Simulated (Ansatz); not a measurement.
# LiMoN2 (R3m): how robust is the cRPA U?

Wanted: the sensitivity and cost of U and J for LiMoN2 (R3m).

Main program and level: Ansatz 0.2.0; constrained RPA on LDA, plane waves, PAW.

## 1. Set-up

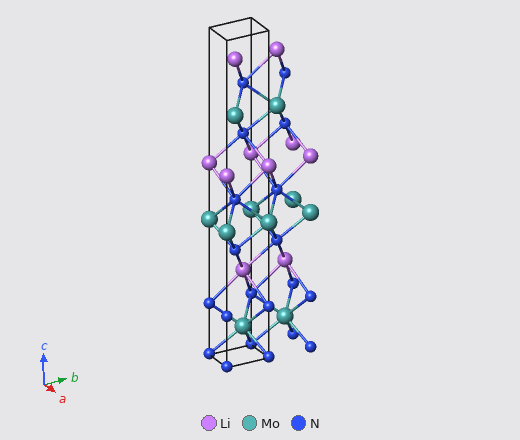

Start, viewed slightly off an axis; lithium purple, molybdenum teal, nitrogen blue. 1×2×1 cells are drawn. This picture shows the conventional cell, with its axes. Bonds to atoms that aren't drawn are left out. Some periodic images of atoms are drawn too.

As a file:

```
Li Mo N
1.0
    -1.66934    0.00000    5.29899
     0.83467   -1.44569    5.29899
     0.83467    1.44569    5.29899
Li Mo N
1 1 2
Cartesian
  0.0000 0.0000 6.5749
  0.0000 0.0000 9.3144
  0.0000 0.0000 13.3952
  0.0000 0.0000 15.8422
```

The cell and positions are those that the Materials Project relaxed with its own functionals (PBE, PBE+U or r2SCAN), kept fixed. The program's search for lower electronic states was switched off, so nothing shows that the state found is the lowest. The default PAW set here is soft_2. Its files were made with PBE.

## 2. Base: Mo d + anion p, bands v7 to c4, 6×6×6 mesh, medium accuracy

Constrained RPA screens the interaction with every transition except those inside the target bands, which a later many-body model would treat itself.

input.yaml

```yaml
crystal:
  lattice:
    - [-1.66933958, 0.0, 5.29899402]
    - [0.83466979, -1.44569048, 5.29899402]
    - [0.83466979, 1.44569049, 5.29899402]
  atoms:
    - { symbol: Li, position: [0.41359667, 0.41359667, 0.41359667] }
    - { symbol: Mo, position: [0.58592323, 0.58592323, 0.58592323] }
    - { symbol: "N", position: [0.84262502, 0.84262502, 0.84262502] }
    - { symbol: "N", position: [0.99655408, 0.99655408, 0.99655408] }
kpoints:
  mp_grid: { grid: [10, 10, 10] }
hamiltonian:
  xc: lda
scf:
  occupations: { method: gaussian, width: 0.08 }
  n_extra_bands: 19
  max_iter: 150
  lower_state_search: "off"
output:
  crpa:
    kmesh: [6, 6, 6]
    target_bands: [v7, c4]
    projections: [{ species: Mo, l: d, shell: 4 }, { species: "N", l: p, shell: 2 }]
  local_orbitals:
    kmesh: [6, 6, 6]
    orbitals: [{ species: Mo, l: d, shell: 4 }, { species: "N", l: p, shell: 2 }]
    window: { bands: [v7, c4] }
    seedname: lo
```

The run is started by

```sh
ansatz run input.yaml --threads 4 --pin off --max-ram 9216MiB --backend cpu --events-out ev --progress --plain --runs-dir out
```

Numbers of over 12 decimals in the logs are rounded to 6 here.

The program printed:

```text
scf.n_extra_bands = 19 over 14 filled bands (N_el = 27.0): the run solves 33 bands
Engine: ansatz 0.2.0, aarch64-unknown-linux-gnu
Pseudopotentials: kind: paw
Pseudopotential: Li, paw, valence charge 3, recommended cutoff 420 eV (normal), Li.paw.azcp
Pseudopotential: Mo, paw, valence charge 14, recommended cutoff 420 eV (normal), Mo.paw.azcp
Pseudopotential: N, paw, valence charge 5, recommended cutoff 420 eV (normal), N.paw.azcp
Functional definition: SPW92
  exchange = slater_x
  correlation = pw_c
Crystal: 4 atoms, lattice volume = 38.365 Å³
Basis set: ecut = 420 eV, 755 PW (Γ)
Bands: 33, of which v1, the nominal top of the filled ones, is band 14 counted from 1 (13 counted from 0)
Symmetry: 6 space group operations
Space group: R3m (ITA 160), of the structure as read, at distance tolerance 3.4e-5 Å
k-points: 116 of 1000 (time reversal used)
Non-local potential: Li, projectors of the file, l = 0: 3, l = 1: 2, l = 2: 1
Non-local potential: Mo, projectors of the file, l = 0: 3, l = 1: 2, l = 2: 2, l = 3: 1
Non-local potential: N, projectors of the file, l = 0: 2, l = 1: 2, l = 2: 1
PAW form: soft (Blöchl's): semilocal exchange-correlation on the pseudo side does not see the compensation charge
PAW frozen core: Mo, regenerated for the run's functional, and the local potential with it (the file was generated under x = pbe(κ = 0.804, μ = 0.219515), c = pbe(β = 0.066725))
PAW frozen core: N, regenerated for the run's functional, and the local potential with it (the file was generated under x = pbe(κ = 0.804, μ = 0.219515), c = pbe(β = 0.066725))
PAW one-centre angular grid: Li, 110 points (default); XC on 64 Gauss nodes
PAW one-centre angular grid: Mo, 590 points (default); XC on 64 Gauss nodes
PAW one-centre angular grid: N, 110 points (default); XC on 64 Gauss nodes
Initial density: superposition of atomic densities (neutral atoms: chi_scale 0, normalization atom), corrected by the library's trained network
Initial wavefunctions: pseudopotential atomic-orbital guess
Functional: x = slater, c = lda
SCF iter   1: F=—  HF=-5794.958777 eV  |F-HF|=—  |Δ(HF+E_count)|=         —  Δρ=2.24e-2  dr2=1.90e-1  ethr=1.77e-3  ⟨swp⟩=5.2  Hψ=18421  notcnv=0  defer=781
preconditioner: auto → Kerker (q_TF=auto, 2.573 Å⁻¹)  [metal: Δε(μ)=0.004 eV  Ē_g=21.020 eV  σ=0.080 eV  W_gap=0.03  n_scr=10 (ndim 8)  ℏωp=24.7 eV  f_vac=0.000  D(μ)=4.68/eV (n_scr^D=66)]
SCF iter   2: F=—  HF=-5794.934999 eV  |F-HF|=—  |Δ(HF+E_count)|=   2.38e-2  Δρ=1.18e-2  dr2=5.64e-2  ethr=7.05e-4  ⟨swp⟩=1.0  Hψ=4756  notcnv=0  defer=985
SCF iter   3: F=—  HF=-5794.925783 eV  |F-HF|=—  |Δ(HF+E_count)|=   9.22e-3  Δρ=1.54e-3  dr2=1.14e-3  ethr=2.09e-4  ⟨swp⟩=1.8  Hψ=2817  notcnv=0  defer=1014
[...]
cRPA screening: q 65/216 (q-point 15)
[...]
cRPA screening: q 198/216 (q-point 89)
cRPA screening: q 204/216 (q-point 94)
cRPA screening: q 210/216 (q-point 95)
cRPA screening: q 216/216 (q-point 130)
SCF converged after 7 iterations
Free energy (F): -5794.925495 eV
Harris-Foulkes:  -5794.925495 eV  (|F-HF|=4.50e-9)
Internal energy: -5794.909541 eV  (E = F + TS)
E sigma→0 (E₀):  -5794.917518 eV
Entropy (-TS):   -0.015953 eV (-3.988 meV/atom)
Fermi energy:    11.494363 eV
--- Per-component energies (eV) ---
  E_band       = -196.927501
  E_kinetic    = 722.659127
  E_local      = -1819.658717  (includes V_loc(G=0)·N_el)
  E_nonlocal   = 206.594477
  E_hartree    = 642.664430
  E_xc         = -312.311016
  E_vxc        = -394.927706  (∫ρ·V_xc dr)
  E_paw        = -3342.399959  (= ΣΔE_a)
  E_vpaw       = -196.923804  (= ΣTr[D̂ρ^β])
  E_aug_tail   = 0.000273  (compensation charges beyond the density's cutoff)
  E_ewald      = -1893.091061
  E_core_change = 0.632904  (= ΣΔE_core)
  E_smearing   = -0.015953  (= −TS)
  E_closure    = 0.000000  (closes the sum)
  Σ components = -5794.925495   (vs F -5794.925495, Δ=0.00e0)
--- Band table (eV; the first three rows and the last of 116) ---
  k-point 0: bands = [... 10 lower, 9.7469, 9.7469, 11.5814, 12.8200, 15.4532, 15.4532, 15.8101, 15.8101, ... 15 higher]
  k-point 1: bands = [... 10 lower, 9.3484, 9.4990, 11.7401, 12.6854, 15.4179, 15.6105, 15.6281, 15.8561, ... 15 higher]
  k-point 2: bands = [... 10 lower, 8.8193, 8.9563, 11.6763, 12.0888, 15.4178, 15.4713, 15.7285, 16.4967, ... 15 higher]
  k-point 115: bands = [... 10 lower, 9.7739, 9.7739, 9.8252, 13.8124, 15.5246, 15.5246, 15.7216, 15.7216, ... 15 higher]
--- cRPA (band scheme, projected local orbitals): target bands 8..18 (1-based), 11 Wannier function(s), 6×6×6 mesh, 36 bands' worth read of 41 solved, ecut_chi 136.0 eV, v(q+G=0) probe_charge, pair densities all_electron ---
  χ-basis size per q: N_G = 130..145
  window electrons = 13.0000, filled by tetrahedron_uncorrected; constrained ε̄⁻¹(q = 0, 0) head = 0.475676; min gauge Gram eig = 0.6629
  Kanamori averages over each shell's own Wannier functions (sites counted from 0, functions from 1):
  Each shell's averages of U are screened by what lies outside the whole window alone: parameters of one model of all the shells.
    Site 1, 4D, 5 of 5 d orbitals (Wannier functions 1, 2, 3, 4, 5; wannier90's mr 1, 2, 3, 4, 5):
      screened: U = 7.5780 eV, U' = 6.7059 eV, J = 0.4316 eV
      screened, to within: U = 1.1e-2 eV, U' = 1.1e-2 eV, J = 8.0e-4 eV
      bare: V = 14.5875 eV, V' = 13.4487 eV, J = 0.5620 eV
    Site 2, 2P, 3 of 3 p orbitals (Wannier functions 6, 7, 8; wannier90's mr 1, 2, 3):
      screened: U = 8.0691 eV, U' = 6.7919 eV, J = 0.6531 eV
      screened, to within: U = 1.1e-2 eV, U' = 1.1e-2 eV, J = 1.6e-3 eV
      bare: V = 16.7563 eV, V' = 15.1112 eV, J = 0.8419 eV
    Site 3, 2P, 3 of 3 p orbitals (Wannier functions 9, 10, 11; wannier90's mr 1, 2, 3):
      screened: U = 8.1077 eV, U' = 6.8306 eV, J = 0.6532 eV
      screened, to within: U = 1.1e-2 eV, U' = 1.1e-2 eV, J = 1.7e-3 eV
      bare: V = 16.7838 eV, V' = 15.1390 eV, J = 0.8433 eV
  Hermiticity witness max|P − P†| over intra, direct and exchange elements: 7.11e-15 eV (screened), 3.55e-15 eV (bare)
  Reality witness max|Im| over intra, direct and exchange elements: 1.01e-8 eV (screened), 6.05e-13 eV (bare)
```

Elapsed: 17 min, on 4 threads of Arm Neoverse V2, shared host; peak memory 0.74 GiB; 65 min of CPU time.

Reading the cycles: dr2 is the Hartree energy of the density residual (eV), the measure of convergence; HF is the Harris–Foulkes estimate of the energy, which meets the free energy F at convergence.

This step gave:

```yaml
u: 7.578 eV
u_prime_inter_orbital: 6.706 eV
j: 0.4316 eV
bare_v: 14.59 eV
bare_j: 0.5620 eV
stated_bound_on_u: 0.01089 eV
u_over_bare_v: 0.5195
electrons_in_the_window: 13.00
head_of_the_constrained_inverse_dielectric_matrix: 0.4757
least_eigenvalue_of_the_projection_s_overlap: 0.6629
target_functions: 11
bands_in_the_sums: 36
r_m_s_miss_of_the_model_bands: 0.006233 eV
width_of_the_target_bands: 12.84 eV
weight_of_the_projected_orbitals_in_the_window: 0.9285
```

On the Mo d shell, screening brings the on-site interaction from 14.6 eV down to U = 7.58 eV.

## 3. Changed: 4×4×4 mesh

input.yaml: that of step 2 with these lines changed.

```diff
@@ -21,9 +21,4 @@
   crpa:
-    kmesh: [6, 6, 6]
+    kmesh: [4, 4, 4]
     target_bands: [v7, c4]
     projections: [{ species: Mo, l: d, shell: 4 }, { species: "N", l: p, shell: 2 }]
-  local_orbitals:
-    kmesh: [6, 6, 6]
-    orbitals: [{ species: Mo, l: d, shell: 4 }, { species: "N", l: p, shell: 2 }]
-    window: { bands: [v7, c4] }
-    seedname: lo
```

The program printed:

```text
[...]
Crystal: 4 atoms, lattice volume = 38.365 Å³
Basis set: ecut = 420 eV, 755 PW (Γ)
Bands: 33, of which v1, the nominal top of the filled ones, is band 14 counted from 1 (13 counted from 0)
Symmetry: 6 space group operations
[...]
k-points: 116 of 1000 (time reversal used)
[...]
SCF iter   1: F=—  HF=-5794.958777 eV  |F-HF|=—  |Δ(HF+E_count)|=         —  Δρ=2.24e-2  dr2=1.90e-1  ethr=1.77e-3  ⟨swp⟩=5.2  Hψ=18421  notcnv=0  defer=781
[...]
SCF iter   7: F=-5794.925495 eV  HF=-5794.925495 eV  |F-HF|=4.50e-9  |Δ(HF+E_count)|=   3.41e-8  Δρ=6.21e-6  dr2=1.79e-8  ethr=3.70e-10  ⟨swp⟩=7.8  Hψ=18200  notcnv=0
SCF 1 converged in 7 iterations: F = -5794.925495 eV  dr2 = 1.79e-8
[...]
NSCF: frozen V_eff on 13 k-points
[...]
cRPA screening: q 1/64
cRPA screening: q 2/64
cRPA screening: q 8/64 (q-point 3)
cRPA screening: q 11/64 (q-point 6)
[...]
k-point 115: bands = [... 10 lower, 9.7739, 9.7739, 9.8252, 13.8124, 15.5246, 15.5246, 15.7216, 15.7216, ... 15 higher]
[...]
bands read: the sum over 36 bands ends inside a degenerate multiplet in 2 slots, whose members it reads at an even weight; the widest, k=21: bands 36 to 37 (counted from 1) at 1/2 each
  χ-basis size per q: N_G = 130..144
[...]
screened: U = 7.6161 eV, U' = 6.7426 eV, J = 0.4322 eV
      screened, to within: U = 1.2e-2 eV, U' = 1.2e-2 eV, J = 8.0e-4 eV
      bare: V = 14.6200 eV, V' = 13.4803 eV, J = 0.5623 eV
    Site 2, 2P, 3 of 3 p orbitals (Wannier functions 6, 7, 8; wannier90's mr 1, 2, 3):
      screened: U = 8.0551 eV, U' = 6.7776 eV, J = 0.6532 eV
      screened, to within: U = 1.1e-2 eV, U' = 1.1e-2 eV, J = 1.6e-3 eV
      bare: V = 16.7833 eV, V' = 15.1369 eV, J = 0.8421 eV
    Site 3, 2P, 3 of 3 p orbitals (Wannier functions 9, 10, 11; wannier90's mr 1, 2, 3):
      screened: U = 8.1023 eV, U' = 6.8246 eV, J = 0.6535 eV
      screened, to within: U = 1.1e-2 eV, U' = 1.1e-2 eV, J = 1.6e-3 eV
      bare: V = 16.8137 eV, V' = 15.1675 eV, J = 0.8438 eV
[...]
[key lines of the parts left out:]
SCF converged after 7 iterations
Free energy (F): -5794.925495 eV
Fermi energy:    11.494363 eV
```

Run time: 1.9 min. Hardware: 4 threads; peak memory 0.62 GiB; 7.4 min of CPU time.

Numbers from this step:

* U: 7.616 eV
* U prime (inter-orbital): 6.743 eV
* J: 0.4322 eV
* bare V: 14.62 eV
* bare J: 0.5623 eV
* stated bound on U: 0.01107 eV
* U over bare V: 0.5209
* electrons in the window: 13.00
* head of the constrained inverse dielectric matrix: 0.4707
* least eigenvalue of the projection's overlap: 0.6629
* target functions: 11
* bands in the sums: 36
* width of the target bands: 12.84 eV
* weight of the projected orbitals in the window: 0.9285

On the Mo d shell, screening brings the on-site interaction from 14.6 eV down to U = 7.62 eV.

## 4. Changed: accuracy low

input.yaml: that of step 3 with these lines changed.

```diff
@@ -21,4 +21,5 @@
   crpa:
-    kmesh: [4, 4, 4]
+    kmesh: [6, 6, 6]
     target_bands: [v7, c4]
     projections: [{ species: Mo, l: d, shell: 4 }, { species: "N", l: p, shell: 2 }]
+    accuracy: low
```

The program printed:

```text
[...]
Crystal: 4 atoms, lattice volume = 38.365 Å³
Basis set: ecut = 420 eV, 755 PW (Γ)
Bands: 33, of which v1, the nominal top of the filled ones, is band 14 counted from 1 (13 counted from 0)
Symmetry: 6 space group operations
[...]
k-points: 116 of 1000 (time reversal used)
[...]
screened: U = 8.0477 eV, U' = 6.7731 eV, J = 0.6516 eV
      screened, to within: U = 1.2e-1 eV, U' = 1.2e-1 eV, J = 1.3e-2 eV
      bare: V = 16.7563 eV, V' = 15.1112 eV, J = 0.8419 eV
    Site 3, 2P, 3 of 3 p orbitals (Wannier functions 9, 10, 11; wannier90's mr 1, 2, 3):
      screened: U = 8.0857 eV, U' = 6.8112 eV, J = 0.6517 eV
      screened, to within: U = 1.2e-1 eV, U' = 1.2e-1 eV, J = 1.3e-2 eV
      bare: V = 16.7838 eV, V' = 15.1390 eV, J = 0.8433 eV
[...]
[key lines of the parts left out:]
SCF converged after 7 iterations
Free energy (F): -5794.925495 eV
Fermi energy:    11.494363 eV
```

It took 8 min on 4 threads; peak memory 0.7 GiB.

This step gave:

- U: 7.558 eV
- U prime (inter-orbital): 6.687 eV
- J: 0.4309 eV
- bare V: 14.59 eV
- bare J: 0.5620 eV
- stated bound on U: 0.1095 eV
- U over bare V: 0.5181
- electrons in the window: 13.00
- head of the constrained inverse dielectric matrix: 0.4755
- least eigenvalue of the projection's overlap: 0.6629
- target functions: 11
- bands in the sums: 36
- width of the target bands: 12.84 eV
- weight of the projected orbitals in the window: 0.9285

On the Mo d shell, screening brings the on-site interaction from 14.6 eV down to U = 7.56 eV.

## 5. Changed: sums over states

input.yaml: that of step 4 with these lines changed.

```diff
@@ -24,2 +24,4 @@
     projections: [{ species: Mo, l: d, shell: 4 }, { species: "N", l: p, shell: 2 }]
-    accuracy: low
+    accuracy: sum_over_states
+    n_empty_bands: 14
+    ecut_chi: 250
```

The program printed:

```text
[...]
Crystal: 4 atoms, lattice volume = 38.365 Å³
Basis set: ecut = 420 eV, 755 PW (Γ)
Bands: 33, of which v1, the nominal top of the filled ones, is band 14 counted from 1 (13 counted from 0)
Symmetry: 6 space group operations
[...]
k-points: 116 of 1000 (time reversal used)
[...]
screened: U = 8.3157 eV, U' = 7.3136 eV, J = 0.4982 eV
      bare: V = 14.5875 eV, V' = 13.4487 eV, J = 0.5620 eV
    Site 2, 2P, 3 of 3 p orbitals (Wannier functions 6, 7, 8; wannier90's mr 1, 2, 3):
      screened: U = 8.6206 eV, U' = 7.1282 eV, J = 0.7638 eV
      bare: V = 16.7563 eV, V' = 15.1112 eV, J = 0.8419 eV
    Site 3, 2P, 3 of 3 p orbitals (Wannier functions 9, 10, 11; wannier90's mr 1, 2, 3):
      screened: U = 8.6584 eV, U' = 7.1656 eV, J = 0.7641 eV
      bare: V = 16.7838 eV, V' = 15.1390 eV, J = 0.8433 eV
[...]
[key lines of the parts left out:]
SCF converged after 7 iterations
Free energy (F): -5794.925495 eV
Fermi energy:    11.494363 eV
```

Wall time 71 s (4 threads); peak memory 0.57 GiB.

This variant gives U = 8.32 eV against 7.58 eV. It is a finite sum over empty states with no bound on its error and stays out of the table below.

## 6. Changed: spin-orbit coupling, which the program doesn't serve

This step: constrained RPA on LDA with spin-orbit coupling, plane waves, PAW.

input.yaml: that of step 5 with these lines changed.

```diff
@@ -19,2 +19,5 @@
   lower_state_search: "off"
+magnetization:
+  noncollinear: true
+  spin_orbit: true
 output:
@@ -24,4 +27 @@
     projections: [{ species: Mo, l: d, shell: 4 }, { species: "N", l: p, shell: 2 }]
-    accuracy: sum_over_states
-    n_empty_bands: 14
-    ecut_chi: 250
```

The program printed:

```text
Error: output.crpa with magnetization.noncollinear: true — the cRPA pipeline runs scalar-band solve channels only (unpolarised or collinear) — spinor oscillator elements are not implemented; use a collinear or unpolarised deck, or drop the output.crpa: request
```

The job ended after 0.02 s (4 threads; peak memory 0.032 GiB).

The program refused the input before any cycle.

The program's message: “Error: output.crpa with magnetization.noncollinear: true — the cRPA pipeline runs scalar-band solve channels only (unpolarised or collinear) — spinor oscillator elements are not implemented; use a col …”

The fault put into this input: spin-orbit coupling, which the program doesn't serve.

## 7. Side by side

Times are wall times on 4 threads of Arm Neoverse V2, shared host, good to a factor of about two.

```
          run  bare V (eV)  U (eV)  J (eV)  bound on U (eV)  width (eV)     time
target window        14.59   7.578   0.432           0.0109       12.84   17 min
   4×4×4 mesh        14.62   7.616   0.432           0.0111       12.84  1.9 min
 accuracy low        14.59   7.558   0.431           0.1095       12.84    8 min
```

## 8. Results

```yaml
target_window: U 7.58 eV, J 0.43 eV
4x4x4_mesh: U 7.62 eV, J 0.43 eV
accuracy_low: U 7.56 eV, J 0.43 eV
```

What this shows: 4×4×4 mesh moves U by +0.04 eV at 0.11 times the time. Accuracy low moves U by −0.02 eV (within the solver's bounds, for the mean over orbitals) at 0.48 times the time. The printed bound covers the solver alone, not the mesh, and no denser mesh than the base was run. The parent state is non-magnetic and the interaction static (zero frequency); U depends on the window and the orbitals, so it belongs to this model alone. A window that holds the anion p bands defines a model with explicit ligands; its U belongs to that model and is not the U of DFT+U.

[Paths, hosts, dates, memory and timing lines, banners, echoed tables and standing remarks are left out of the program output.]

[Logs are printed without paths, hosts, clocks, repeated set-up lines and the standing remarks that a program may print on its own settings, such as how far it seeks lower states.]

[Runs of the session that timed out or met a known fault of the program may be left out.]

[Hosts, paths, dates, database ids (printed as entryN), source tags and the programs' standing remarks are cut or masked in the printed files.]
